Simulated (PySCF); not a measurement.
# CH5BN2 (SMILES NC1BN1) at 5 levels

Aim: a comparison of 5 runs (BLYP/6-31G, PBE0/def2-SVP, TPSSh/pcseg-1, M06-2X/6-311G**, MP2/3-21G) of CH5BN2. Input form: a Python script.

The calculation is run with PySCF 2.14.0.

### 1 The system as given

CH5BN2: 9 atoms, total charge 0, spin state singlet. As SMILES, `NC1BN1`. The coordinates come from a PBE0-D4/def2-TZVP relaxation. This is one conformer, not always the lowest.

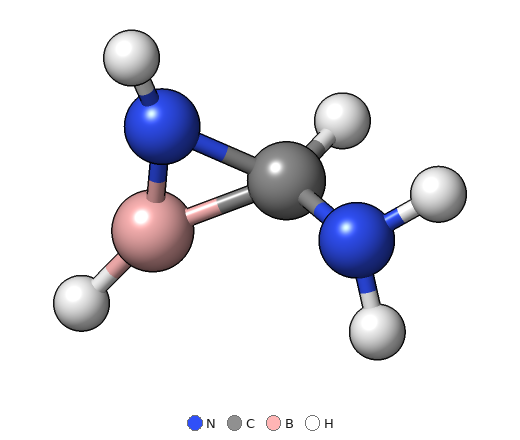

Viewed from a chosen angle; nitrogen blue, carbon grey, boron pink, hydrogen white.

### 2 Energy and gradient at BLYP/6-31G (run 1)

Input file input.py:

```python
# NC1BN1
from pyscf import gto, dft

mol = gto.M(
    atom='''
N      0.270042     2.257089    -1.210559
C     -0.688238    -0.145887    -0.420086
B      1.117206    -2.256522     0.572965
N     -0.246609    -0.887982     2.213814
H      1.481545     2.111580    -2.677742
H     -1.114749     3.482009    -1.686392
H     -2.582122    -0.599421    -1.101143
H      2.672451    -3.853152     0.367930
H     -0.742284    -0.195020     3.908521
''',
    unit='bohr',
    verbose=3,
    spin=0,
    max_memory=1860,
    basis='6-31g',
)

mf = dft.RKS(mol, xc='blyp')
mf.grids.level = 5
mf.conv_tol = 1e-10
mf.kernel()
if not mf.converged:
    mf = mf.newton().run(mf.mo_coeff, mf.mo_occ)

e_tot = mf.e_tot
print('E(%s) = %.9f' % ('BLYP', e_tot))
grad = mf.nuc_grad_method().kernel()
dip = mf.dip_moment()
pop, q = mf.mulliken_pop()
```

On the command line:

```
$ OMP_NUM_THREADS=1 python input.py
```

Output:

```text
converged SCF energy = -175.296745864384
E(BLYP) = -175.296745864
--------------- RKS gradients ---------------
         x                y                z
0 N    -0.0006618337    -0.0047063608     0.0046863604
1 C     0.0122150712    -0.0037953049     0.0171250869
2 B    -0.0213186245     0.0236426347     0.0084405201
3 N     0.0058418461    -0.0010840541    -0.0314111372
4 H    -0.0131610736    -0.0011195883     0.0072107721
5 H     0.0086989078    -0.0125717410     0.0000737673
6 H     0.0069625436     0.0015123051     0.0030437983
7 H    -0.0006787915     0.0006755099     0.0003089130
8 H     0.0021013175    -0.0025523893    -0.0094794332
----------------------------------------------
Dipole moment(X, Y, Z, Debye): -1.09656,  0.60204, -0.35765
 ** Mulliken pop  **
pop of  0 N 1s            1.99678
pop of  0 N 2s            0.78539
pop of  0 N 3s            0.84531
pop of  0 N 2px           0.83733
pop of  0 N 2py           0.79792
pop of  0 N 2pz           0.90946
pop of  0 N 3px           0.45251
pop of  0 N 3py           0.40761
pop of  0 N 3pz           0.58628
pop of  1 C 1s            1.99661
pop of  1 C 2s            0.68624
pop of  1 C 3s            0.52253
pop of  1 C 2px           0.77027
pop of  1 C 2py           0.71657
pop of  1 C 2pz           0.61883
pop of  1 C 3px           0.32256
pop of  1 C 3py           0.24423
pop of  1 C 3pz           0.18489
pop of  2 B 1s            1.99552
pop of  2 B 2s            0.57091
pop of  2 B 3s            0.31177
pop of  2 B 2px           0.46997
pop of  2 B 2py           0.49481
pop of  2 B 2pz           0.57720
pop of  2 B 3px           0.09187
pop of  2 B 3py           0.06292
pop of  2 B 3pz           0.11030
pop of  3 N 1s            1.99695
pop of  3 N 2s            0.78143
pop of  3 N 3s            0.81263
pop of  3 N 2px           0.90350
pop of  3 N 2py           0.88610
pop of  3 N 2pz           0.78867
pop of  3 N 3px           0.55492
pop of  3 N 3py           0.50497
pop of  3 N 3pz           0.28050
pop of  4 H 1s            0.53657
pop of  4 H 2s            0.20000
pop of  5 H 1s            0.54095
pop of  5 H 2s            0.20867
pop of  6 H 1s            0.54883
pop of  6 H 2s            0.35261
pop of  7 H 1s            0.52692
pop of  7 H 2s            0.48614
pop of  8 H 1s            0.52279
pop of  8 H 2s            0.20025
 ** Mulliken atomic charges  **
charge of    0N =     -0.61859
charge of    1C =     -0.06273
charge of    2B =      0.31474
charge of    3N =     -0.50968
charge of    4H =      0.26342
charge of    5H =      0.25038
charge of    6H =      0.09856
charge of    7H =     -0.01305
charge of    8H =      0.27696
```

Wall time 12 s (1 thread of Arm Neoverse V2, shared host); peak memory 0.49 GiB.

### 3 Energy and forces at PBE0/def2-SVP (run 2)

Input file calc.py:

```python
# NC1BN1
import pyscf.grad
from pyscf import gto, dft

mol = gto.M(
    atom=[
    ('N', (0.142900, 1.194400, -0.640600)),
    ('C', (-0.364200, -0.077200, -0.222300)),
    ('B', (0.591200, -1.194100, 0.303200)),
    ('N', (-0.130500, -0.469900, 1.171500)),
    ('H', (0.784000, 1.117400, -1.417000)),
    ('H', (-0.589900, 1.842600, -0.892400)),
    ('H', (-1.366400, -0.317200, -0.582700)),
    ('H', (1.414200, -2.039000, 0.194700)),
    ('H', (-0.392800, -0.103200, 2.068300)),
],
    spin=0,
    basis='def2-svp',
    max_memory=1860,
    verbose=4,
)

ks = dft.RKS(mol)
ks.xc = 'pbe0'
ks.conv_tol = 1e-10
ks.grids.level = 5
ks.kernel()
if not ks.converged:
    ks = ks.newton().run(ks.mo_coeff, ks.mo_occ)

energy = ks.e_tot
print('E = %.10f Eh' % energy)
grad = ks.Gradients().kernel()
ks.analyze()
```

On the command line:

```
$ OMP_NUM_THREADS=1 python calc.py
```

Output:

```text
PySCF version 2.14.0

[... 99 lines left out ...]
MO #1   energy= -14.3896825102396  occ= 2
[... 7 lines left out ...]
MO #9   energy= -0.497721612811532 occ= 2
[... 7 lines left out ...]
MO #17  energy= 0.0795122632368535 occ= 0
[... 7 lines left out ...]
MO #25  energy= 0.272020200950467  occ= 0
[... 7 lines left out ...]
MO #33  energy= 0.625308282366483  occ= 0
[... 7 lines left out ...]
MO #41  energy= 0.906486519314007  occ= 0
[... 7 lines left out ...]
MO #49  energy= 1.27570480417125   occ= 0
[... 7 lines left out ...]
MO #57  energy= 1.7473299425629    occ= 0
[... 7 lines left out ...]
MO #65  energy= 2.13260752536796   occ= 0
[... 7 lines left out ...]
MO #73  energy= 2.78240659724971   occ= 0
[... 7 lines left out ...]
MO #81  energy= 3.61696449509228   occ= 0
[... 54 lines left out ...]
pop of  3 N 3dyz          0.00136
pop of  3 N 3dz^2         0.00238
pop of  3 N 3dxz          0.00126
pop of  3 N 3dx2-y2       0.00012
pop of  4 H 1s            0.78366
pop of  4 H 2s            0.00995
pop of  4 H 2px           0.00135
pop of  4 H 2py           0.00038
pop of  4 H 2pz           0.00147
pop of  5 H 1s            0.78950
pop of  5 H 2s            0.01013
pop of  5 H 2px           0.00088
pop of  5 H 2py           0.00115
pop of  5 H 2pz           0.00115
pop of  6 H 1s            0.91970
pop of  6 H 2s            0.00766
pop of  6 H 2px           0.00114
pop of  6 H 2py           0.00053
pop of  6 H 2pz           0.00044
pop of  7 H 1s            0.97695
pop of  7 H 2s            0.00665
pop of  7 H 2px           0.00099
pop of  7 H 2py           0.00103
pop of  7 H 2pz           0.00002
pop of  8 H 1s            0.75418
pop of  8 H 2s            0.01251
pop of  8 H 2px           0.00085
pop of  8 H 2py           0.00080
pop of  8 H 2pz           0.00116
 ** Mulliken atomic charges  **
charge of    0N =     -0.47171
charge of    1C =     -0.00079
charge of    2B =      0.02492
charge of    3N =     -0.26819
charge of    4H =      0.20318
charge of    5H =      0.19720
charge of    6H =      0.07054
charge of    7H =      0.01435
charge of    8H =      0.23049
Dipole moment(X, Y, Z, Debye): -0.97697,  0.66458, -0.15933
```

Run time: 22 s. Hardware: 1 thread of Arm Neoverse V2, shared host; peak memory 0.81 GiB.

Runs 3 to 4 aren't shown in full; the table further down has their settings and results.

### 4 Energy and gradient at MP2/3-21G (run 5)

Input file job.py:

```python
# NC1BN1
from pyscf import gto, mp

molecule = gto.M(
    atom=[
    ('N', (0.142900, 1.194400, -0.640600)),
    ('C', (-0.364200, -0.077200, -0.222300)),
    ('B', (0.591200, -1.194100, 0.303200)),
    ('N', (-0.130500, -0.469900, 1.171500)),
    ('H', (0.784000, 1.117400, -1.417000)),
    ('H', (-0.589900, 1.842600, -0.892400)),
    ('H', (-1.366400, -0.317200, -0.582700)),
    ('H', (1.414200, -2.039000, 0.194700)),
    ('H', (-0.392800, -0.103200, 2.068300)),
],
    max_memory=1860,
    basis='3-21g',
    charge=0,
    verbose=3,
)

mf = molecule.RHF()
mf.conv_tol = 1e-10
mf.kernel()
if not mf.converged:
    mf = mf.newton().run(mf.mo_coeff, mf.mo_occ)

pt = mp.MP2(mf, frozen=4).run()
e_final = pt.e_tot
print(f'total energy: {e_final:.8f} hartree')
grad = pt.nuc_grad_method().kernel()
mf.analyze()
```

On the command line:

```
$ OMP_NUM_THREADS=1 python job.py
```

Output:

```text
converged SCF energy = -173.338504970675
E(RMP2) = -173.692651315852  E_corr = -0.354146345177253
E(SCS-RMP2) = -173.692676908025  E_corr = -0.35417193734976
total energy: -173.69265132 hartree
--------------- RMP2 gradients ---------------
         x                y                z
0 N    -0.0047010123    -0.0104407631     0.0055738542
1 C     0.0218431917    -0.0037427933     0.0291095480
2 B    -0.0293598094     0.0300323498     0.0124175451
3 N     0.0123153427    -0.0083405909    -0.0449837162
4 H    -0.0095408873     0.0005709245     0.0049476746
5 H     0.0070799073    -0.0092172283    -0.0012694761
6 H     0.0017196766     0.0011339009     0.0005115985
7 H     0.0001547933     0.0002184607     0.0006137061
8 H     0.0004887973    -0.0002142603    -0.0069207341
----------------------------------------------
**** MO energy ****
MO #1   energy= -15.4771575316115  occ= 2
MO #2   energy= -15.4478922612818  occ= 2
MO #3   energy= -11.2106500236973  occ= 2
MO #4   energy= -7.56749840285071  occ= 2
MO #5   energy= -1.24012139954363  occ= 2
MO #6   energy= -1.13657074939041  occ= 2
MO #7   energy= -0.844426469883763 occ= 2
MO #8   energy= -0.736988658292441 occ= 2
MO #9   energy= -0.6496933491525   occ= 2
MO #10  energy= -0.61985398664716  occ= 2
MO #11  energy= -0.600097858854052 occ= 2
MO #12  energy= -0.506406789859546 occ= 2
MO #13  energy= -0.418593105011546 occ= 2
MO #14  energy= -0.394589870312115 occ= 2
MO #15  energy= -0.366388324637083 occ= 2
MO #16  energy= 0.175100601556223  occ= 0
MO #17  energy= 0.264146621546158  occ= 0
MO #18  energy= 0.285725703925553  occ= 0
MO #19  energy= 0.308921880191333  occ= 0
MO #20  energy= 0.328487316396152  occ= 0
MO #21  energy= 0.347745771910517  occ= 0
MO #22  energy= 0.405383107730216  occ= 0
MO #23  energy= 0.446172483108218  occ= 0
MO #24  energy= 0.500918028523739  occ= 0
MO #25  energy= 0.571205532293332  occ= 0
MO #26  energy= 0.700801083174644  occ= 0
MO #27  energy= 0.712740997078311  occ= 0
MO #28  energy= 0.798248936544434  occ= 0
MO #29  energy= 0.913790154523787  occ= 0
MO #30  energy= 1.02498151464286   occ= 0
MO #31  energy= 1.0584889085677    occ= 0
MO #32  energy= 1.12224991196164   occ= 0
MO #33  energy= 1.28761363930626   occ= 0
MO #34  energy= 1.32685642998903   occ= 0
MO #35  energy= 1.35430846873621   occ= 0
MO #36  energy= 1.39918462631341   occ= 0
MO #37  energy= 1.46981651500807   occ= 0
MO #38  energy= 1.50404033565724   occ= 0
MO #39  energy= 1.5414483434622    occ= 0
MO #40  energy= 1.59521337541256   occ= 0
MO #41  energy= 1.6723562019007    occ= 0
MO #42  energy= 1.74027921025929   occ= 0
MO #43  energy= 1.85321459119237   occ= 0
MO #44  energy= 2.22819208561161   occ= 0
MO #45  energy= 2.85455052325328   occ= 0
MO #46  energy= 2.96216305592975   occ= 0
 ** Mulliken atomic charges  **
charge of    0N =     -0.46755
charge of    1C =      0.02274
charge of    2B =      0.10340
charge of    3N =     -0.34057
charge of    4H =      0.19060
charge of    5H =      0.18479
charge of    6H =      0.06923
charge of    7H =      0.00237
charge of    8H =      0.23498
Dipole moment(X, Y, Z, Debye): -1.00939,  0.26114, -0.50625
```

Wall time 1.5 s (1 thread of Arm Neoverse V2, shared host); peak memory 0.15 GiB.

### 5 The series

| run | level | integration grid | frozen core orbitals | energy (Eh) | dipole moment (D) of the reference | HOMO energy (eV) | LUMO energy (eV) | wall time |
| --- | --- | --- | --- | --- | --- | --- | --- | --- |
| 1 | BLYP/6-31G | 5 | – | -175.296746 | 1.30 | -4.67 | -0.01 | 12 s |
| 2 | PBE0/def2-SVP | 5 | – | -175.097343 | 1.19 | -6.63 | 0.61 | 22 s |
| 3 | TPSSh/pcseg-1 | 5 | – | -175.410029 | 1.13 | -5.99 | 0.04 | 44 s |
| 4 | M06-2X/6-311G** | 5 | – | -175.405924 | 1.04 | -8.09 | 1.43 | 62 s |
| 5 | MP2/3-21G | – | 4 | -173.692651 | 1.16 | -9.97 | 4.76 | 1.5 s |

### 6 What came out

| quantity | value |
| --- | --- |
| run 5: total energy | -173.69265 Eh |
| run 5: dipole moment (Hartree–Fock density) | 1.16 D |
| run 5: HOMO energy (Hartree–Fock orbitals) | -9.97 eV |
| run 5: LUMO energy (Hartree–Fock orbitals) | 4.76 eV |
| run 5: HOMO–LUMO gap (Hartree–Fock orbitals) | 14.73 eV |
| run 5: correlation energy (4 core orbitals frozen) | -354.1 mEh |
| run 5: largest force on an atom | 2.436 eV/Å |

Over runs 1, 2, 3, 4 the dipole moment (its size) runs from 1.04 D (M06-2X/6-311G**) to 1.30 D (BLYP/6-31G). The two ends differ in method and basis. Over runs 1, 2, 3, 4 the HOMO–LUMO gap runs from 4.66 eV (BLYP/6-31G) to 9.52 eV (M06-2X/6-311G**). Totals of different functionals can't be ranked against each other. All runs together took 2.4 min, the longest 62 s.
